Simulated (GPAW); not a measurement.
**Calculation of the molecule and its ions, with input and output: BSiNH6 (part 1 of 2)**

- system: BSiNH6, SMILES NB[SiH3]
- method: RPBE/real-space grid, scalar-relativistic datasets (GPAW 26.7.0)

The geometry comes from this level: GFN2-xTB.

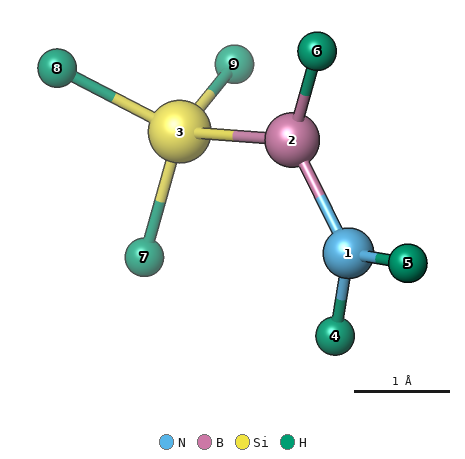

The structure as given in the input (ball-and-stick view, seen at a tilt; atoms are numbered from 1 in the order of the input). Bond lengths as drawn: B–H 1.18 Å, B–N 1.38 Å, B–Si 1.96 Å, H–N 1.01 Å and H–Si 1.47 to 1.48 Å.

### Input file (bh6nsi.py)
```python
from ase.io import read
from gpaw import GPAW

atoms = read('bh6nsi.xyz')
atoms.center(vacuum=4.5)

energies = {}
for name, charge, unpaired in [('neutral', 0, 0), ('oxidised', 1, 1)]:
    atoms.set_initial_magnetic_moments([unpaired / len(atoms)] * len(atoms))
    calc = GPAW(mode='fd',
                h=0.18,
                xc='RPBE',
                charge=charge,
                occupations={'name': 'fermi-dirac', 'width': 0.0, 'fixmagmom': unpaired > 0},
                maxiter=100,
                symmetry='off',
                txt='-')
    atoms.calc = calc
    energies[name] = atoms.get_potential_energy()
    print(f'{name:10} {energies[name]:12.5f} eV')

ip = energies['oxidised'] - energies['neutral']
print(f'Vertical IP = {ip:.3f} eV')
```

### File bh6nsi.xyz
```
9

N     -0.866290     0.746240    -1.137990
B      0.008080     0.805730    -0.070990
Si     0.607470    -0.835160     0.819740
H     -1.231500    -0.112920    -1.518050
H     -1.217540     1.554270    -1.628930
H      0.346710     1.885890     0.259070
H      0.249260    -2.073040     0.097340
H      2.063560    -0.938130     1.014300
H      0.040260    -1.032880     2.165490
```

Machine: 1 thread of Intel Xeon @ 2.60GHz (Ice Lake), 24 GiB of memory available, shared host.

Launched with:
```bash
python3 -u bh6nsi.py | tee bh6nsi.out
```

### Output
```
__  _  _
 | _ |_)|_||  |
 |__||  | ||/\| - 26.7.0

units:  Angstrom and eV
cores:  1
OpenMP: False

Versions:
  Python: 3.12.14
  ASE:    3.29.0
  Numpy:  2.5.5
  Scipy:  1.18.1
  Libxc:  7.0.0

        _gpaw.cpython-312-x86_64-linux-gnu.so

Input parameters:
  mode=FD(),
  charge=0.0,
  h=0.18,
  maxiter=100,
  occupations=Occupations(name='fermi-dirac', width=0.0, fixmagmom=False),
  symmetry=Symmetry(point_group=False, time_reversal=False),
  xc=XC(name='RPBE')

Diagonalizing LCAO Hamiltonian
Converting LCAO to fd mode
         .-----------------------------.
        /|                             |
       / |                             |
      /  |                             |
     /   |                             |
    /    |                             |
   /     |                             |
  /      |                             |
 *       |                             |
 |       |                             |
 |       |         H                   |
 |       |           H                 |
 |       |          Si H               |
 |       |       NH                    |
 |       |      H                      |
 |       |                             |
 |       .-----------------------------.
 |      /                             /
 |     /                             /
 |    /                             /
 |   /                             /
 |  /                             /
 | /                             /
 |/                             /
 *-----------------------------*

Atoms  # Å, Bohr magnetons
|   | symbol |        x |        y |        z |    initial magnetic moments |
|---|--------|----------|----------|----------|-----------------------------|
| 0 |      N | 4.865210 | 7.319280 | 4.990940 | ( 0.0000,  0.0000,  0.0000) |
| 1 |      B | 5.739580 | 7.378770 | 6.057940 | ( 0.0000,  0.0000,  0.0000) |
| 2 |     Si | 6.338970 | 5.737880 | 6.948670 | ( 0.0000,  0.0000,  0.0000) |
| 3 |      H | 4.500000 | 6.460120 | 4.610880 | ( 0.0000,  0.0000,  0.0000) |
| 4 |      H | 4.513960 | 8.127310 | 4.500000 | ( 0.0000,  0.0000,  0.0000) |
| 5 |      H | 6.078210 | 8.458930 | 6.388000 | ( 0.0000,  0.0000,  0.0000) |
| 6 |      H | 5.980760 | 4.500000 | 6.226270 | ( 0.0000,  0.0000,  0.0000) |
| 7 |      H | 7.795060 | 5.634910 | 7.143230 | ( 0.0000,  0.0000,  0.0000) |
| 8 |      H | 5.771760 | 5.540160 | 8.294420 | ( 0.0000,  0.0000,  0.0000) |

Unit cell  # Å
| periodic |         x |         y |         z |   lengths |    angles |
|----------|-----------|-----------|-----------|-----------|-----------|
|       no | 12.295060 |  0.000000 |  0.000000 | 12.295060 | 90.000000 |
|       no |  0.000000 | 12.958930 |  0.000000 | 12.958930 | 90.000000 |
|       no |  0.000000 |  0.000000 | 12.794420 | 12.794420 | 90.000000 |

Number of symmetries: 1
Symmetry operations  # r_c * U_cc + t_c -> r_c
|   | kind |            matrix            |
|---|------|------------------------------|
| 0 |  E   |  1, 0, 0,  0, 1, 0,  0, 0, 1 |

BZ-sampling:
  Number of BZ points: 1
  Number of IBZ points: 1

  Monkhorst-Pack size: [1, 1, 1]
  Monkhorst-Pack shift: [0, 0, 0]

K-points  # in reciprocal-cell coordinates
|   |                                coordinates |     weight |
|---|--------------------------------------------|------------|
| 0 | (  0.00000000,   0.00000000,   0.00000000) | 1.00000000 |

Uniform wave function grid shape: (np.int64(67), np.int64(71), np.int64(71))
Spin-components: 1 (collinear spins)
Bands:           15
Projectors:      33
Spin-degeneracy: 2
Datatype:        float64

  Storage: CPU
  Wave functions: 40_529_640 bytes (40_529_640 per core)

Parallelization:
  kpt:    1
  domain: 1
  band:   1

Density:
  Valence electrons: 18.0
  Components: 1
  Grid points: [68 72 72]
  Charge: 0.0  # |e|

Potential:
  Grid points: [68 72 72]

species:
  N:
    name:    Nitrogen
    Z:       7.0
    valence: 5
    core:    2
    charge:  0.0  # [|e|]
    file:    N.RPBE.gz
    compensation charges:
      type: gauss
      rc: 0.18  # [Å]
      lmax: 2
    cutoffs:
      filter: 1.11  # [Å]
      core: 0.96  # [Å]
    projectors
    | kind |    occ | energy [eV] | rcut [Å] |
    |------|--------|-------------|----------|
    |   2s |  2.000 |     -18.658 |    0.603 |
    |   2p |  3.000 |      -7.050 |    0.529 |
    |    s |        |       8.553 |    0.603 |
    |    p |        |      20.161 |    0.529 |
    |    d |        |       0.000 |    0.577 |

    Using partial waves for N as LCAO basis

  B:
    name:    Boron
    Z:       5.0
    valence: 3
    core:    2
    charge:  0.0  # [|e|]
    file:    B.RPBE.gz
    compensation charges:
      type: gauss
      rc: 0.20  # [Å]
      lmax: 2
    cutoffs:
      filter: 1.14  # [Å]
      core: 1.38  # [Å]
    projectors
    | kind |    occ | energy [eV] | rcut [Å] |
    |------|--------|-------------|----------|
    |   2s |  2.000 |      -9.489 |    0.635 |
    |   2p |  1.000 |      -3.587 |    0.635 |
    |    s |        |      17.723 |    0.635 |
    |    p |        |      23.625 |    0.635 |
    |    d |        |       0.000 |    0.635 |

    Using partial waves for B as LCAO basis

  Si:
    name:    Silicon
    Z:       14.0
    valence: 4
    core:    10
    charge:  0.0  # [|e|]
    file:    Si.RPBE.gz
    compensation charges:
      type: gauss
      rc: 0.33  # [Å]
      lmax: 2
    cutoffs:
      filter: 1.86  # [Å]
      core: 2.06  # [Å]
    projectors
    | kind |    occ | energy [eV] | rcut [Å] |
    |------|--------|-------------|----------|
    |   3s |  2.000 |     -10.793 |    1.058 |
    |   3p |  2.000 |      -4.075 |    1.058 |
    |    s |        |      16.418 |    1.058 |
    |    p |        |      23.136 |    1.058 |
    |    d |        |       0.000 |    1.058 |

    Using partial waves for Si as LCAO basis

  H:
    name:    Hydrogen
    Z:       1.0
    valence: 1
    core:    0
    charge:  0.0  # [|e|]
    file:    H.RPBE.gz
    compensation charges:
      type: gauss
      rc: 0.15  # [Å]
      lmax: 2
    cutoffs:
      filter: 0.85  # [Å]
      core: 0.53  # [Å]
    projectors
    | kind |    occ | energy [eV] | rcut [Å] |
    |------|--------|-------------|----------|
    |   1s |  1.000 |      -6.572 |    0.476 |
    |    s |        |      20.639 |    0.476 |
    |    p |        |       0.000 |    0.476 |

    Using partial waves for H as LCAO basis

Reference energy: -10120.383277  # eV

eigensolver:
  PPCG
  Converge bands: occupied
  niter=2

density mixing:
  MSR1-Mixer
  Pratt-step length: 0.05
  Maximum mixing coefficient: 0.75
  Old densities: 10
  SVD Regularization: 0.005
  Good broyden scale: 1.0
  Trust region scale: 1.0
  Backstep threshold: 4.0
  History deletion threshold: 6.0
  Fourier metric: weight=20.0, sigma=0.015

occupation numbers:
  # Zero width

FastPoissonSolver using
    Stencil: 6*3+1=19 point O(h^6) finite-difference Laplacian
    FFT axes: []
    FST axes: [np.int64(0), np.int64(1), np.int64(2)]

xc functional:
  name: RPBE with 2 nearest neighbor stencil
interpolation: tri-quintic # 5. degree polynomial

Initialization done in: 4.264 s

convergence criteria:
- Maximum [total energy] change in last 3 cyles: 0.0005 eV / valence electron
- Maximum integral of absolute [dens]ity change: 0.0001 electrons / valence electron
- Maximum integral of absolute [eigenst]ate change: 4e-08 eV^2 / valence electron
maximum number of iterations: 100

SCF iterations
|iter     |     time |      energy | eigst |  dens |
|---------|----------|-------------|-------|-------|
|iter:   1| 00:00:05 |  -44.747320 | +1.26 |       |
|iter:   2| 00:00:08 |  -44.153228 | +0.13 | -0.53 |
|iter:   3| 00:00:10 |  -40.764680 | +0.60 | -0.56 |
|iter:   4| 00:00:13 |  -40.738615 | -0.05 | -1.25 |
|iter:   5| 00:00:15 |  -40.738583 | -1.22 | -1.66 |
|iter:   6| 00:00:17 |  -40.740730c| -1.90 | -1.96 |
|iter:   7| 00:00:19 |  -40.741002c| -2.87 | -2.61 |
|iter:   8| 00:00:21 |  -40.741057c| -3.61 | -3.00 |
|iter:   9| 00:00:23 |  -40.741059c| -4.38 | -3.73 |
|iter:  10| 00:00:26 |  -40.741060c| -5.10 | -4.09c|
|iter:  11| 00:00:28 |  -40.741060c| -5.83 | -4.71c|
|iter:  12| 00:00:30 |  -40.741060c| -6.47 | -5.03c|
|iter:  13| 00:00:32 |  -40.741060c| -7.09 | -5.30c|
|iter:  14| 00:00:34 |  -40.741060c| -7.61c| -5.77c|

Converged in 14 steps
SCF loop duration: 30.257 s (2.161 s/step)
Energy contributions relative to reference atoms: (reference = -10120.383277)

Energy contributions:
  Kinetic:          50.728088
  Coulomb:         -53.989598
  Zero:              0.381840
  External:          0.000000
  Xc:              -37.861391
  Entropy:           0.000000
  Spinorbit:         0.000000
  ----------------------------
  Free energy:     -40.741060
  Extrapolated:    -40.741060

dipole moment: (-0.328863, 0.180797, -0.417836)  # |e|*Ang

Fermi level: -4.243
Eigenvalues  # (at kpt = [0.000, 0.000, 0.000])
| band index |      eig [eV] | occ [0-2] |
|------------|---------------|-----------|
|          0 |       -22.060 |     2.000 |
|          1 |       -13.703 |     2.000 |
|          2 |       -12.999 |     2.000 |
|          3 |       -12.287 |     2.000 |
|          4 |        -9.361 |     2.000 |
|          5 |        -8.174 |     2.000 |
|          6 |        -7.877 |     2.000 |
|          7 |        -7.499 |     2.000 |
|          8 |        -6.883 |     2.000 |
|          9 |        -1.603 |     0.000 |
|         10 |        -0.779 |     0.000 |
|         11 |         0.015 |     0.000 |
|         12 |         0.344 |     0.000 |
|         13 |         0.500 |     0.000 |
|         14 |         0.611 |     0.000 |
```
